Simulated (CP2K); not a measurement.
**PM3 run of C3H9AlO (SMILES [CH3][Al]([CH3])[CH2]O)**

Aim: the energy change on altering one bond length of C3H9AlO at PM3, from 2 runs. 

Program for the calculation: CP2K 2026.2.

1 further run of the same task is left out (set aside as unsound or not needed).

## Step 1: The system as given

The species is C3H9AlO (14 atoms), meant as a singlet with charge 0. SMILES: `[CH3][Al]([CH3])[CH2]O`. The shape comes from a force field and isn't a relaxed structure. This is one conformer, not always the lowest.

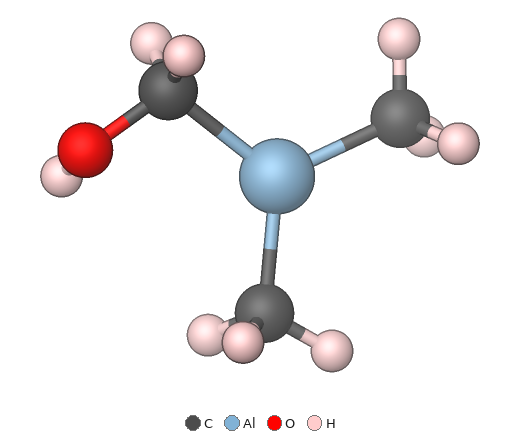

The structure, seen from a chosen angle (carbon dark grey, aluminium light blue, oxygen red, hydrogen pink).

## Step 2: Energy and gradient at PM3

molecule.xyz reads:

```xyz
14

C     -1.537500     1.017500     0.523300
Al     0.087700     0.034400     0.202600
C      1.232700    -0.433000     1.725000
C      0.668600    -0.511200    -1.651100
O     -0.351200    -0.072300    -2.588500
H     -1.693500     1.294100     1.592900
H     -1.517600     2.017600    -0.050800
H     -2.414000     0.480200     0.157900
H      2.148300    -0.985300     1.412400
H      0.699400    -1.056100     2.483200
H      1.597200     0.494200     2.261600
H      0.708600    -1.621300    -1.678800
H      1.530800    -0.045600    -1.903600
H     -1.172300    -0.642400    -2.457300
```

calc.inp reads:

```
&GLOBAL
   PROJECT_NAME calc
   RUN_TYPE ENERGY_FORCE
   PRINT_LEVEL MEDIUM
&END GLOBAL

&FORCE_EVAL
   METHOD QUICKSTEP
   &DFT
      ! Quickstep
      &QS
         METHOD PM3
         EPS_DEFAULT 1.0E-10
         &SE
            &COULOMB
               CUTOFF [angstrom] 50
               RC_RANGE [angstrom] 0
            &END COULOMB
            &EXCHANGE
               CUTOFF [angstrom] 50
               RC_RANGE [angstrom] 0
            &END EXCHANGE
         &END SE
      &END QS
      ! cluster boundary conditions
      &POISSON
         PERIODIC NONE
         POISSON_SOLVER ANALYTIC
      &END POISSON
      ! SCF settings
      &SCF
         SCF_GUESS ATOMIC
         EPS_SCF 1.0E-06
         MAX_SCF 150
         ADDED_MOS 4
         &DIAGONALIZATION
            ALGORITHM STANDARD
         &END DIAGONALIZATION
         &MIXING
            METHOD DIRECT_P_MIXING
            ALPHA 0.4
         &END MIXING
      &END SCF
      &PRINT
         &MOMENTS
            PERIODIC F
            REFERENCE COM
            MAX_MOMENT 1
         &END MOMENTS
         &MO ON
            ENERGIES T
            OCCUPATION_NUMBERS T
            NDIGITS 6
            &EACH
               QS_SCF 0
            &END EACH
            ADD_LAST NUMERIC
         &END MO
         &HIRSHFELD OFF
         &END HIRSHFELD
      &END PRINT
   &END DFT
   &SUBSYS
      &CELL
         ABC 20.6 19.6 21.1
         PERIODIC NONE
      &END CELL
      &TOPOLOGY
         COORD_FILE_NAME molecule.xyz
         COORD_FILE_FORMAT XYZ
         &CENTER_COORDINATES
         &END CENTER_COORDINATES
      &END TOPOLOGY
   &END SUBSYS
   ! extra output
   &PRINT
      &FORCES ON
      &END FORCES
   &END PRINT
&END FORCE_EVAL
```

Command:

```bash
$ OMP_NUM_THREADS=1 cp2k.psmp calc.inp > calc.out
```

The program printed:

```text
CP2K| version string:                                       CP2K version 2026.2
[...]
 GLOBAL| Method name                                                        CP2K
[...]
 GLOBAL| Run type                                                   ENERGY_FORCE
[...]
                             - Atoms:                                         14
[...]
                             - Spherical basis functions:                     29
[...]
 Number of electrons:                                                         30
[...]
     1 P_Mix/Diag. 0.40E+00    0.0     0.85369781       -22.9252921261 -2.29E+01
[...]
    19 DIIS/Diag.  0.42E-06    0.0     0.00000079       -30.7701001309 -1.18E-11
  *** SCF run converged in    19 steps ***
  Core-core repulsion energy [eV]:                           1962.71224239613184
  Core Hamiltonian energy [eV]:                             -1281.82458441064023
  Two-electron integral energy [eV]:                        -3036.36932790660603
  Electronic energy [eV]:                                   -2800.00924836394324
  Total energy [eV]:                                         -837.29700596781163
  Atomic reference energy [eV]:                               836.15202533231570
  Heat of formation [kcal/mol]:                               -26.40388280342645
[...]
 SE_DIPOLE| Moment [Debye]          0.34309460       0.90654618      -1.12034226
 SE_DIPOLE| Derivative [a.u.]       0.00000000       0.00000000       0.00000000
 ENERGY| Total FORCE_EVAL ( QS ) energy [hartree]            -30.770100130947014
 FORCES| Atomic forces [hartree/bohr]
 FORCES|   Atom     x               y               z               |f|
 FORCES|      1  6.98560316E-03  2.72831538E-02 -4.64352403E-03   2.85435010E-02
 FORCES|      2  2.00172288E-03 -1.52308395E-03 -1.84937692E-02   1.86640343E-02
 FORCES|      3  7.38783259E-03  5.62051587E-03  5.02590600E-03   1.05560409E-02
 FORCES|      4 -1.01235179E-01 -2.48641658E-02  1.29116265E-02   1.05040460E-01
 FORCES|      5 -6.24332253E-03 -3.25727250E-02  4.99081824E-02   5.99231855E-02
 FORCES|      6  3.78218502E-03 -7.74880205E-03 -1.72451422E-02   1.92806584E-02
 FORCES|      7  1.86569141E-03 -2.98959698E-02  1.52221135E-02   3.36000380E-02
 FORCES|      8  1.40938926E-03 -5.10102085E-05  1.65415669E-03   2.17375584E-03
 FORCES|      9 -1.59743994E-02  7.82469719E-03  2.98051651E-03   1.80358200E-02
 FORCES|     10  6.30476158E-03  1.07705319E-02 -1.46198382E-02   1.92222279E-02
 FORCES|     11 -1.09760594E-02 -1.87241815E-02 -1.34765217E-02   2.55477101E-02
 FORCES|     12  7.07797246E-03  9.04532547E-03  1.29766323E-04   1.14861850E-02
 FORCES|     13  5.06127067E-02  2.60277203E-02 -1.90700540E-02   6.00229561E-02
[...]
```

Wall time 1.1 s (1 thread of Intel Xeon 6975P-C (Granite Rapids), shared host); peak memory 0.18 GiB.

## Step 3: The distorted shape, same level

molecule.xyz reads:

```xyz
14

C     -1.250153     1.217009     0.477386
Al     0.375047     0.233909     0.156686
C      1.520047    -0.233491     1.679086
C      0.955947    -0.311691    -1.697014
O     -0.063853     0.127209    -2.634414
H     -1.406153     1.493609     1.546986
H     -1.230253     2.217109    -0.096714
H     -2.126653     0.679709     0.111986
H      2.435647    -0.785791     1.366486
H      0.986747    -0.856591     2.437286
H      1.884547     0.693709     2.215686
H      0.995947    -1.421791    -1.724714
H      1.818147     0.153909    -1.949514
H     -1.172300    -0.642400    -2.457300
```

job.inp reads:

```
&GLOBAL
  PROJECT job
  RUN_TYPE ENERGY_FORCE
  PRINT_LEVEL MEDIUM
&END GLOBAL
&FORCE_EVAL
  METHOD Quickstep
  &DFT
    CHARGE 0
    MULTIPLICITY 1
    &QS
      METHOD PM3
      EPS_DEFAULT 1.0E-10
      &SE
        &COULOMB
          CUTOFF [angstrom] 50
          RC_RANGE [angstrom] 0
        &END COULOMB
        &EXCHANGE
          CUTOFF [angstrom] 50
          RC_RANGE [angstrom] 0
        &END EXCHANGE
      &END SE
    &END QS
    &POISSON
      PERIODIC NONE
      POISSON_SOLVER ANALYTIC
    &END POISSON
    &SCF
      SCF_GUESS ATOMIC
      EPS_SCF 1.0E-06
      MAX_SCF 150
      ADDED_MOS 4
      &DIAGONALIZATION
        ALGORITHM STANDARD
      &END DIAGONALIZATION
      &MIXING
        METHOD DIRECT_P_MIXING
        ALPHA 0.4
      &END MIXING
    &END SCF
    &PRINT
      &MOMENTS
        PERIODIC F
        REFERENCE COM
        MAX_MOMENT 1
      &END MOMENTS
      &MO ON
        ENERGIES T
        OCCUPATION_NUMBERS T
        NDIGITS 6
        &EACH
          QS_SCF 0
        &END EACH
        ADD_LAST NUMERIC
      &END MO
      &HIRSHFELD OFF
      &END HIRSHFELD
    &END PRINT
  &END DFT
  &SUBSYS
    &CELL
      ABC [angstrom] 20.6 19.6 21.1
      PERIODIC NONE
    &END CELL
    &TOPOLOGY
      COORD_FILE_NAME molecule.xyz
      COORD_FILE_FORMAT XYZ
      &CENTER_COORDINATES
      &END CENTER_COORDINATES
    &END TOPOLOGY
  &END SUBSYS
  &PRINT
    &FORCES ON
    &END FORCES
  &END PRINT
&END FORCE_EVAL
```

Command:

```bash
$ OMP_NUM_THREADS=1 cp2k.psmp job.inp > job.out
```

The program printed:

```text
CP2K| version string:                                       CP2K version 2026.2
[...]
 GLOBAL| Method name                                                        CP2K
[...]
 GLOBAL| Run type                                                   ENERGY_FORCE
[...]
                             - Atoms:                                         14
[...]
                             - Spherical basis functions:                     29
[...]
 Number of electrons:                                                         30
[...]
     1 P_Mix/Diag. 0.40E+00    0.0     0.85290219       -23.0456741058 -2.30E+01
[...]
    20 DIIS/Diag.  0.18E-06    0.0     0.00000068       -30.7014599886 -4.36E-12
  *** SCF run converged in    20 steps ***
  Core-core repulsion energy [eV]:                           1944.84696917443421
  Core Hamiltonian energy [eV]:                             -1276.91250743507067
  Two-electron integral energy [eV]:                        -3006.72734889181493
  Electronic energy [eV]:                                   -2780.27618188097813
  Total energy [eV]:                                         -835.42921270654415
  Atomic reference energy [eV]:                               836.15202533231570
  Heat of formation [kcal/mol]:                                16.66845645074507
[...]
 SE_DIPOLE| Moment [Debye]          0.40733298       0.94516254      -1.09320071
 SE_DIPOLE| Derivative [a.u.]       0.00000000       0.00000000       0.00000000
 ENERGY| Total FORCE_EVAL ( QS ) energy [hartree]            -30.701459988602302
 FORCES| Atomic forces [hartree/bohr]
 FORCES|   Atom     x               y               z               |f|
 FORCES|      1  6.97538427E-03  2.72752577E-02 -4.58132448E-03   2.85233975E-02
 FORCES|      2  2.55023014E-03 -1.29803193E-03 -1.79435046E-02   1.81702482E-02
 FORCES|      3  7.30774587E-03  5.54813942E-03  5.14664259E-03   1.05201203E-02
 FORCES|      4 -1.08093313E-01 -2.41326703E-02  8.94312532E-03   1.11114939E-01
 FORCES|      5 -3.85297721E-02 -6.17986655E-02  6.18236154E-02   9.55289370E-02
 FORCES|      6  3.76222287E-03 -7.75112082E-03 -1.72411702E-02   1.92741315E-02
 FORCES|      7  1.87602747E-03 -2.99153683E-02  1.52114308E-02   3.36130386E-02
 FORCES|      8  1.40038524E-03 -1.17266210E-04  1.53400639E-03   2.08038597E-03
 FORCES|      9 -1.59813215E-02  7.82634985E-03  2.97460761E-03   1.80416928E-02
 FORCES|     10  6.34699237E-03  1.07675621E-02 -1.45951270E-02   1.92156821E-02
 FORCES|     11 -1.09799234E-02 -1.87151566E-02 -1.34856604E-02   2.55475800E-02
 FORCES|     12  6.83619904E-03  9.82226802E-03 -2.82211531E-05   1.19670950E-02
 FORCES|     13  5.03347965E-02  2.63790489E-02 -1.98360230E-02   6.01906451E-02
[...]
```

It took 0.99 s on 1 thread of Intel Xeon 6975P-C (Granite Rapids), shared host; peak memory 0.19 GiB.

## Step 4: Summary of results

Level: PM3.

```
                                                          quantity           value
                                         first shape: total energy    -30.77010 Eh
                                        first shape: dipole moment          1.48 D
                                          first shape: HOMO energy        -9.24 eV
                                          first shape: LUMO energy        -1.60 eV
                                        first shape: HOMO–LUMO gap         7.64 eV
            first shape: heat of formation at this unrelaxed shape  -26.4 kcal/mol
                             first shape: largest force on an atom      5.401 eV/Å
                                     distorted shape: total energy    -30.70146 Eh
                                    distorted shape: dipole moment          1.50 D
                                      distorted shape: HOMO energy        -9.16 eV
                                      distorted shape: LUMO energy        -1.58 eV
                                    distorted shape: HOMO–LUMO gap         7.58 eV
        distorted shape: heat of formation at this unrelaxed shape   16.7 kcal/mol
                         distorted shape: largest force on an atom      5.714 eV/Å
energy change with the O5–H14 bond stretched from 1.008 to 1.361 Å        1.868 eV
```

What this shows: With the O5–H14 bond stretched from 1.008 to 1.361 Å the energy rises by 1.87 eV (43 kcal/mol). The first shape isn't relaxed at this level, so the change isn't measured from a minimum. The largest force (first shape) is 5.40 eV/Å: the shape isn't a stationary point for this species at this level.
